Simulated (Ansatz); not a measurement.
# H₂SO (triplet): RPA-PBE over a scan of the distance O1–H3 along a hydrogen transfer, cc-pVDZ

Aim: run H₂SO (triplet) with these functionals over a scan of the distance O1–H3 along a hydrogen transfer, and hold them against the top wave-function level at the same points.

Program: Ansatz 0.2.0, Gaussian basis. Level of theory: cc-pVDZ, all electrons in the functionals, frozen cores in the correlation of double hybrids and RPA. These are calculated values, not measurements.

To be run: RPA-PBE, at 0.892 Å; 0.960 Å; 1.048 Å; 1.136 Å; 1.224 Å; 1.312 Å; 1.400 Å; 1.488 Å; 1.576 Å.

5 further runs of the same task are left out: 5 that didn't finish.

## Step 1: What is computed

The geometry derives from fragments relaxed apart (PBE0/def2-TZVP) and kept rigid, so it is no stationary point. A hydrogen atom is moved between rigid fragments.

4 atoms, charge 0, spin multiplicity 3.

Atoms are counted from 1 here; the program's logs count them from 0.

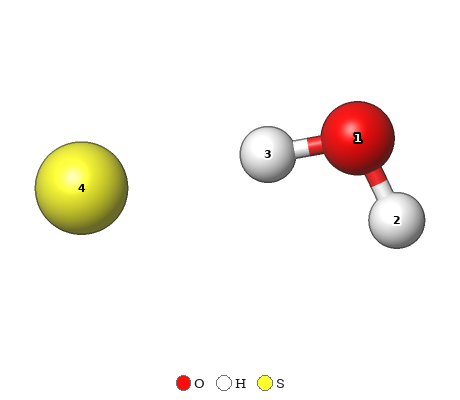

The geometry (oxygen red, hydrogen white, sulfur yellow); atoms are numbered from 1 in the order of the file.

No dispersion term is added.

The geometry shown and the zero of energy belong to the point 0.960 Å. The yardstick, UCCSDT(Q), and other wave-function levels (R restricted, U unrestricted, valence and pair active spaces) come from earlier runs.

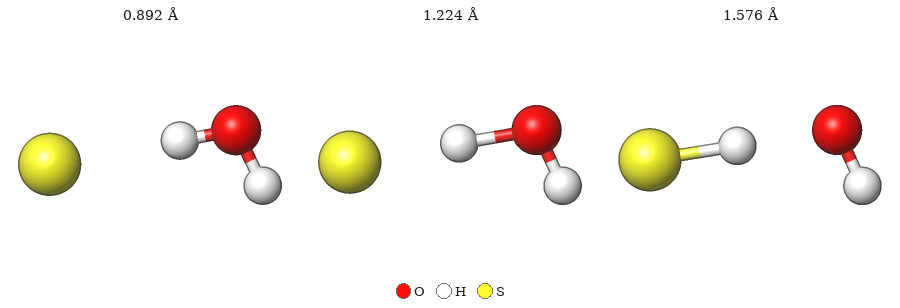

Three points of the scan; sticks are drawn by distance.

## Step 2: RPA-PBE, 0.892 Å

Input file in.yaml:

```yaml
crystal:
  periodic: [false, false, false]
  atoms:
    - {symbol: O, position_ang: [-0.899673, -0.231644, 0.000000]}
    - {symbol: H, position_ang: [-1.148982, 0.694932, 0.000000]}
    - {symbol: H, position_ang: [-0.007673, -0.231644, 0.000000]}
    - {symbol: S, position_ang: [2.056327, -0.231644, 0.000000]}
basis:
  gaussian: {orbitals: cc-pVDZ}
magnetization: {spin_polarized: true, initial_magnetization: 2}
hamiltonian: {xc: {name: PBE}}
correlation: {method: rpa, electrons: outside_noble_gas}
```

Command:

```
> ansatz run in.yaml --threads 1 --pin off --events-out ev --progress --plain --max-ram 2393MiB
```

Output:

```text
Functional definition: PBE
  name "PBE"
  cite "Perdew, Burke & Ernzerhof, Phys. Rev. Lett. 77, 3865 (1996) doi:10.1103/PhysRevLett.77.3865"
  parent pbe
  parameter kappa = 0.804
  parameter beta = 0.06672455060314922
  exchange = pbe_x(kappa = kappa, mu = beta*pi^2/3)
  correlation = pbe_c(beta = beta)
407 factors; integrals over basis functions are off by at most 1.5e-3 eV
mean field evaluation 1: about -12900.0405 eV, gradient 3.9e1 eV
mean field evaluation 2: about -12900.0372 eV, gradient 3.9e1 eV
mean field evaluation 4: about -12903.1109 eV, gradient 1.8e1 eV
mean field evaluation 8: about -12905.2234 eV, gradient 4.6e-1 eV
mean field evaluation 16: about -12905.2237 eV, gradient 1.5e-2 eV
mean field evaluation 32: about -12897.0785 eV, gradient 2.7e1 eV
mean field evaluation 64: about -12905.1469 eV, gradient 4.4e-1 eV
mean field evaluation 96: about -12905.1103 eV, gradient 3.8e-1 eV
mean field evaluation 128: about -12905.2140 eV, gradient 6.7e-1 eV
mean field evaluation 160: about -12905.1205 eV, gradient 2.4e0 eV
mean field -12905.22371363 eV, -474.2582240011 hartree, gradient 4.3e-6 eV, S^2 2.002558; 11 other end points of the search recorded, 0 dependent functions left out
6 core orbitals not correlated: weight in the atoms' cores, before any rotation towards them, 1.000 or more for the frozen orbitals, at most 0.000 for the correlated occupied ones
reference -12883.93204334 eV, -473.4757695498 hartree; 8, 6 occupied and 28, 30 virtual orbitals, 407 factors
Total energy: -12897.33437888 eV, -473.9682962965 hartree
```

Wall time 6 s (1 thread of Intel Xeon Platinum 8488C, shared host).

From the report: ⟨S²⟩ of the determinant 2.003 (pure triplet: 2.00).

## Step 3: RPA-PBE, 0.960 Å

Input file in.yaml:

```yaml
crystal:
  periodic: [false, false, false]
  atoms:
    - {symbol: O, position_ang: [-0.916555, -0.231644, 0.000000]}
    - {symbol: H, position_ang: [-1.165864, 0.694932, 0.000000]}
    - {symbol: H, position_ang: [0.042974, -0.231644, 0.000000]}
    - {symbol: S, position_ang: [2.039445, -0.231644, 0.000000]}
basis:
  gaussian: {orbitals: cc-pVDZ}
magnetization: {spin_polarized: true, initial_magnetization: 2}
hamiltonian: {xc: {name: PBE}}
correlation: {method: rpa, electrons: outside_noble_gas}
```

The command is unchanged.

Output, shortened:

```text
Functional definition: PBE
  name "PBE"
  cite "Perdew, Burke & Ernzerhof, Phys. Rev. Lett. 77, 3865 (1996) doi:10.1103/PhysRevLett.77.3865"
  parent pbe
[...]
408 factors; integrals over basis functions are off by at most 1.4e-3 eV
[...]
mean field -12905.44926431 eV, -474.2665128357 hartree, gradient 3.4e-6 eV, S^2 2.002581; 11 other end points of the search recorded, 0 dependent functions left out
6 core orbitals not correlated: weight in the atoms' cores, before any rotation towards them, 1.000 or more for the frozen orbitals, at most 0.000 for the correlated occupied ones
reference -12883.81597643 eV, -473.4715041697 hartree; 8, 6 occupied and 28, 30 virtual orbitals, 408 factors
Total energy: -12897.50872941 eV, -473.9747035603 hartree
```

Run time: 6 s. Hardware: 1 thread of Intel Xeon Platinum 8488C, shared host.

From the report: ⟨S²⟩ of the determinant 2.003 (pure triplet: 2.00).

## Step 4: RPA-PBE, 1.048 Å

Input file in.yaml:

```yaml
crystal:
  periodic: [false, false, false]
  atoms:
    - {symbol: O, position_ang: [-0.938673, -0.231644, 0.000000]}
    - {symbol: H, position_ang: [-1.187982, 0.694932, 0.000000]}
    - {symbol: H, position_ang: [0.109327, -0.231644, 0.000000]}
    - {symbol: S, position_ang: [2.017327, -0.231644, 0.000000]}
basis:
  gaussian: {orbitals: cc-pVDZ}
magnetization: {spin_polarized: true, initial_magnetization: 2}
hamiltonian: {xc: {name: PBE}}
correlation: {method: rpa, electrons: outside_noble_gas}
```

Same command.

Output, shortened:

```text
Functional definition: PBE
  name "PBE"
  cite "Perdew, Burke & Ernzerhof, Phys. Rev. Lett. 77, 3865 (1996) doi:10.1103/PhysRevLett.77.3865"
  parent pbe
[...]
408 factors; integrals over basis functions are off by at most 1.7e-3 eV
[...]
mean field -12905.42151630 eV, -474.2654931153 hartree, gradient 2.8e-6 eV, S^2 2.002615; 11 other end points of the search recorded, 0 dependent functions left out
6 core orbitals not correlated: weight in the atoms' cores, before any rotation towards them, 1.000 or more for the frozen orbitals, at most 0.000 for the correlated occupied ones
reference -12883.27471661 eV, -473.4516132380 hartree; 8, 6 occupied and 28, 30 virtual orbitals, 408 factors
Total energy: -12897.40989400 eV, -473.9710714262 hartree
```

It took 6 s on 1 thread of Intel Xeon Platinum 8488C, shared host.

From the report: ⟨S²⟩ of the determinant 2.003 (pure triplet: 2.00).

From 0.960 Å: +0.099 eV.

## Step 5: RPA-PBE, 1.136 Å

Input file in.yaml:

```yaml
crystal:
  periodic: [false, false, false]
  atoms:
    - {symbol: O, position_ang: [-0.960673, -0.231644, 0.000000]}
    - {symbol: H, position_ang: [-1.209982, 0.694932, 0.000000]}
    - {symbol: H, position_ang: [0.175327, -0.231644, 0.000000]}
    - {symbol: S, position_ang: [1.995327, -0.231644, 0.000000]}
basis:
  gaussian: {orbitals: cc-pVDZ}
magnetization: {spin_polarized: true, initial_magnetization: 2}
hamiltonian: {xc: {name: PBE}}
correlation: {method: rpa, electrons: outside_noble_gas}
```

Same command.

Output, shortened:

```text
Functional definition: PBE
  name "PBE"
  cite "Perdew, Burke & Ernzerhof, Phys. Rev. Lett. 77, 3865 (1996) doi:10.1103/PhysRevLett.77.3865"
  parent pbe
[...]
409 factors; integrals over basis functions are off by at most 1.8e-3 eV
[...]
mean field -12905.22392765 eV, -474.2582318662 hartree, gradient 1.5e-7 eV, S^2 2.002683; 12 other end points of the search recorded, 0 dependent functions left out
6 core orbitals not correlated: weight in the atoms' cores, before any rotation towards them, 1.000 or more for the frozen orbitals, at most 0.000 for the correlated occupied ones
reference -12882.51429173 eV, -473.4236681391 hartree; 8, 6 occupied and 28, 30 virtual orbitals, 409 factors
Total energy: -12897.15877258 eV, -473.9618428842 hartree
```

Wall time 6 s (1 thread of Intel Xeon Platinum 8488C, shared host).

From the report: ⟨S²⟩ of the determinant 2.003 (pure triplet: 2.00).

From 0.960 Å: +0.350 eV.

## Step 6: RPA-PBE, 1.224 Å

Input file in.yaml:

```yaml
crystal:
  periodic: [false, false, false]
  atoms:
    - {symbol: O, position_ang: [-0.982673, -0.231644, 0.000000]}
    - {symbol: H, position_ang: [-1.231982, 0.694932, 0.000000]}
    - {symbol: H, position_ang: [0.241327, -0.231644, 0.000000]}
    - {symbol: S, position_ang: [1.973327, -0.231644, 0.000000]}
basis:
  gaussian: {orbitals: cc-pVDZ}
magnetization: {spin_polarized: true, initial_magnetization: 2}
hamiltonian: {xc: {name: PBE}}
correlation: {method: rpa, electrons: outside_noble_gas}
```

The command is unchanged.

Output, shortened:

```text
Functional definition: PBE
  name "PBE"
  cite "Perdew, Burke & Ernzerhof, Phys. Rev. Lett. 77, 3865 (1996) doi:10.1103/PhysRevLett.77.3865"
  parent pbe
[...]
411 factors; integrals over basis functions are off by at most 1.8e-3 eV
[...]
mean field -12904.98646677 eV, -474.2495053397 hartree, gradient 1.9e-6 eV, S^2 2.002794; 11 other end points of the search recorded, 0 dependent functions left out
6 core orbitals not correlated: weight in the atoms' cores, before any rotation towards them, 1.000 or more for the frozen orbitals, at most 0.000 for the correlated occupied ones
reference -12881.74818324 eV, -473.3955141717 hartree; 8, 6 occupied and 28, 30 virtual orbitals, 411 factors
Total energy: -12896.90103583 eV, -473.9523712333 hartree
```

Run time: 6 s. Hardware: 1 thread of Intel Xeon Platinum 8488C, shared host.

From the report: ⟨S²⟩ of the determinant 2.003 (pure triplet: 2.00).

From 0.960 Å: +0.608 eV.

## Step 7: RPA-PBE, 1.312 Å

Input file in.yaml:

```yaml
crystal:
  periodic: [false, false, false]
  atoms:
    - {symbol: O, position_ang: [-1.004673, -0.231644, 0.000000]}
    - {symbol: H, position_ang: [-1.253982, 0.694932, 0.000000]}
    - {symbol: H, position_ang: [0.307327, -0.231644, 0.000000]}
    - {symbol: S, position_ang: [1.951327, -0.231644, 0.000000]}
basis:
  gaussian: {orbitals: cc-pVDZ}
magnetization: {spin_polarized: true, initial_magnetization: 2}
hamiltonian: {xc: {name: PBE}}
correlation: {method: rpa, electrons: outside_noble_gas}
```

Launched as before.

Output, shortened:

```text
Functional definition: PBE
  name "PBE"
  cite "Perdew, Burke & Ernzerhof, Phys. Rev. Lett. 77, 3865 (1996) doi:10.1103/PhysRevLett.77.3865"
  parent pbe
[...]
410 factors; integrals over basis functions are off by at most 1.6e-3 eV
[...]
mean field -12904.78122312 eV, -474.2419627749 hartree, gradient 8.0e-7 eV, S^2 2.002936; 11 other end points of the search recorded, 0 dependent functions left out
6 core orbitals not correlated: weight in the atoms' cores, before any rotation towards them, 1.000 or more for the frozen orbitals, at most 0.000 for the correlated occupied ones
reference -12881.19764080 eV, -473.3752821100 hartree; 8, 6 occupied and 28, 30 virtual orbitals, 410 factors
Total energy: -12896.70693121 eV, -473.9452380202 hartree
```

Wall time 5.5 s (1 thread of Intel Xeon Platinum 8488C, shared host).

From the report: ⟨S²⟩ of the determinant 2.003 (pure triplet: 2.00).

From 0.960 Å: +0.802 eV.

## Step 8: RPA-PBE, 1.400 Å

Input file in.yaml:

```yaml
crystal:
  periodic: [false, false, false]
  atoms:
    - {symbol: O, position_ang: [-1.026673, -0.231644, 0.000000]}
    - {symbol: H, position_ang: [-1.275982, 0.694932, 0.000000]}
    - {symbol: H, position_ang: [0.373327, -0.231644, 0.000000]}
    - {symbol: S, position_ang: [1.929327, -0.231644, 0.000000]}
basis:
  gaussian: {orbitals: cc-pVDZ}
magnetization: {spin_polarized: true, initial_magnetization: 2}
hamiltonian: {xc: {name: PBE}}
correlation: {method: rpa, electrons: outside_noble_gas}
```

Same command.

Output, shortened:

```text
Functional definition: PBE
  name "PBE"
  cite "Perdew, Burke & Ernzerhof, Phys. Rev. Lett. 77, 3865 (1996) doi:10.1103/PhysRevLett.77.3865"
  parent pbe
[...]
408 factors; integrals over basis functions are off by at most 1.5e-3 eV
[...]
mean field -12904.63397046 eV, -474.2365513393 hartree, gradient 2.6e-6 eV, S^2 2.003091; 9 other end points of the search recorded, 0 dependent functions left out
6 core orbitals not correlated: weight in the atoms' cores, before any rotation towards them, 1.000 or more for the frozen orbitals, at most 0.000 for the correlated occupied ones
reference -12881.00328458 eV, -473.3681396509 hartree; 8, 6 occupied and 28, 30 virtual orbitals, 408 factors
Total energy: -12896.58960625 eV, -473.9409264074 hartree
```

It took 6 s on 1 thread of Intel Xeon Platinum 8488C, shared host.

From the report: ⟨S²⟩ of the determinant 2.003 (pure triplet: 2.00).

From 0.960 Å: +0.919 eV.

## Step 9: RPA-PBE, 1.488 Å

Input file in.yaml:

```yaml
crystal:
  periodic: [false, false, false]
  atoms:
    - {symbol: O, position_ang: [-1.048673, -0.231644, 0.000000]}
    - {symbol: H, position_ang: [-1.297982, 0.694932, 0.000000]}
    - {symbol: H, position_ang: [0.439327, -0.231644, 0.000000]}
    - {symbol: S, position_ang: [1.907327, -0.231644, 0.000000]}
basis:
  gaussian: {orbitals: cc-pVDZ}
magnetization: {spin_polarized: true, initial_magnetization: 2}
hamiltonian: {xc: {name: PBE}}
correlation: {method: rpa, electrons: outside_noble_gas}
```

The command is unchanged.

Output, shortened:

```text
Functional definition: PBE
  name "PBE"
  cite "Perdew, Burke & Ernzerhof, Phys. Rev. Lett. 77, 3865 (1996) doi:10.1103/PhysRevLett.77.3865"
  parent pbe
[...]
408 factors; integrals over basis functions are off by at most 1.5e-3 eV
[...]
mean field -12904.52824042 eV, -474.2326658321 hartree, gradient 3.6e-6 eV, S^2 2.003248; 6 other end points of the search recorded, 0 dependent functions left out
6 core orbitals not correlated: weight in the atoms' cores, before any rotation towards them, 1.000 or more for the frozen orbitals, at most 0.000 for the correlated occupied ones
reference -12881.14072933 eV, -473.3731906521 hartree; 8, 6 occupied and 28, 30 virtual orbitals, 408 factors
Total energy: -12896.52350331 eV, -473.9384971689 hartree
```

Run time: 5.5 s. Hardware: 1 thread of Intel Xeon Platinum 8488C, shared host.

From the report: ⟨S²⟩ of the determinant 2.003 (pure triplet: 2.00).

From 0.960 Å: +0.985 eV.

## Step 10: RPA-PBE, 1.576 Å

Input file in.yaml:

```yaml
crystal:
  periodic: [false, false, false]
  atoms:
    - {symbol: O, position_ang: [-1.070673, -0.231644, 0.000000]}
    - {symbol: H, position_ang: [-1.319982, 0.694932, 0.000000]}
    - {symbol: H, position_ang: [0.505327, -0.231644, 0.000000]}
    - {symbol: S, position_ang: [1.885327, -0.231644, 0.000000]}
basis:
  gaussian: {orbitals: cc-pVDZ}
magnetization: {spin_polarized: true, initial_magnetization: 2}
hamiltonian: {xc: {name: PBE}}
correlation: {method: rpa, electrons: outside_noble_gas}
```

Same command.

Output, shortened:

```text
Functional definition: PBE
  name "PBE"
  cite "Perdew, Burke & Ernzerhof, Phys. Rev. Lett. 77, 3865 (1996) doi:10.1103/PhysRevLett.77.3865"
  parent pbe
[...]
410 factors; integrals over basis functions are off by at most 1.5e-3 eV
[...]
mean field -12904.40933752 eV, -474.2282962311 hartree, gradient 6.4e-6 eV, S^2 2.003394; 6 other end points of the search recorded, 0 dependent functions left out
6 core orbitals not correlated: weight in the atoms' cores, before any rotation towards them, 1.000 or more for the frozen orbitals, at most 0.000 for the correlated occupied ones
reference -12881.44555948 eV, -473.3843929534 hartree; 8, 6 occupied and 28, 30 virtual orbitals, 410 factors
Total energy: -12896.44968858 eV, -473.9357845278 hartree
```

Wall time 6.5 s (1 thread of Intel Xeon Platinum 8488C, shared host).

From the report: ⟨S²⟩ of the determinant 2.003 (pure triplet: 2.00).

From 0.960 Å: +1.059 eV.

## Step 11: The comparison

The yardstick is UCCSDT(Q), where the cluster series has nearly closed. It comes from earlier runs at the same points. Energies in eV, counted from 0.960 Å; blanks weren't run or aren't comparable.

| level | 0.892 Å | 0.960 Å | 1.048 Å | 1.136 Å | 1.224 Å | 1.312 Å | 1.400 Å | 1.488 Å | 1.576 Å |
| --- | --- | --- | --- | --- | --- | --- | --- | --- | --- |
| UCCSDT(Q) | 0.134 | 0.000 | 0.187 | 0.591 | 1.028 | 1.341 | 1.480 | 1.476 | 1.447 |
| RPA-PBE | 0.174 | 0.000 | 0.099 | 0.350 | 0.608 | 0.802 | 0.919 | 0.985 | 1.059 |

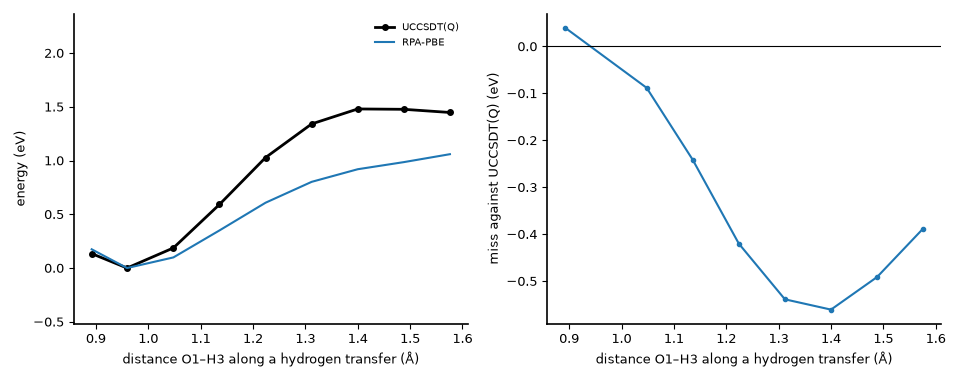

Left: the curves (the axis may cut off levels that run far away). Right: misses against UCCSDT(Q), in the same colours.

Largest miss and mean time a point (UCCSDT(Q) took 32 s a point; shared hosts):

| level | largest miss (eV) | where | time a point |
| --- | --- | --- | --- |
| RPA-PBE | -0.561 | 1.400 Å | 6 s |

## Step 12: Results

| quantity | value |
| --- | --- |
| span of the UCCSDT(Q) curve | 1.480 eV |
| largest miss, RPA-PBE | -0.561 eV (1.400 Å) |

What this shows: RPA-PBE strays by up to 0.561 eV, at 1.400 Å. Functionals and the yardstick converge differently with the basis, so part of each miss in cc-pVDZ is the basis.
